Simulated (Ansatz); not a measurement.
```xyz
6
Lattice="2.7383 0.0000 0.0000 -1.3692 2.3715 0.0000 0.0000 0.0000 13.0345" Properties=species:S:1:pos:R:3 pbc="T T T"
Mo    0.0000    1.5810    6.5173
Ru    1.3692    0.7905    0.0000
Ru    1.3692    0.7905    4.2850
Ru    1.3692    0.7905    8.7496
Ru    0.0000    1.5810   10.9065
Ru    0.0000    1.5810    2.1280
```

Space group P-6m2; a structure generated by program, which may or may not match a known phase; computed pressure about −10 GPa in this cell; computed without spin polarisation.

Computed with DFT PBEsol, scalar-relativistic, plane waves, PAW (Ansatz 0.2.0).

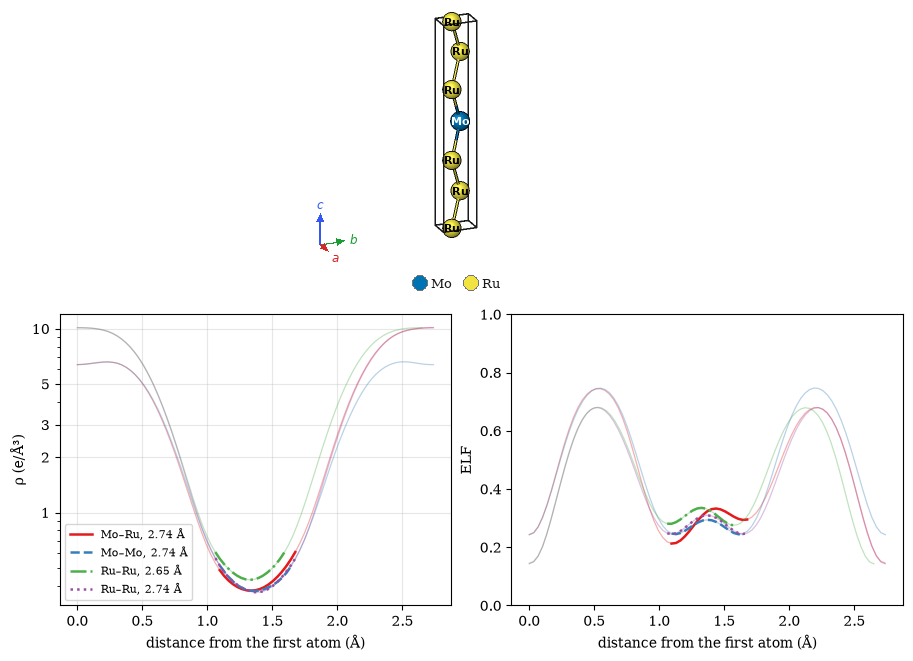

MoRu$_{5}$. Valence charge density (pseudo) and ELF along straight lines between neighbouring atoms. Thin, pale parts lie inside the atomic spheres. The structure is drawn too.

Core electrons are frozen (PAW), and the valence fields are smoothed inside the atomic spheres.

Question: What can be read from the curves?

Answer: Mo–Ru (2.74 Å): the density is about 0.38 e/Å³ at the midpoint; the ELF is about 0.30 at the midpoint.
Mo–Mo (2.74 Å): ρ is about 0.37 e/Å³ halfway; the ELF is about 0.30 at the midpoint: no localised pair shows between them.
Ru–Ru (2.65 Å): ρ is about 0.43 e/Å³ halfway; the ELF is about 0.35 at the midpoint.
Ru–Ru (2.74 Å): ρ is about 0.37 e/Å³ halfway; the ELF is about 0.30 at the midpoint.
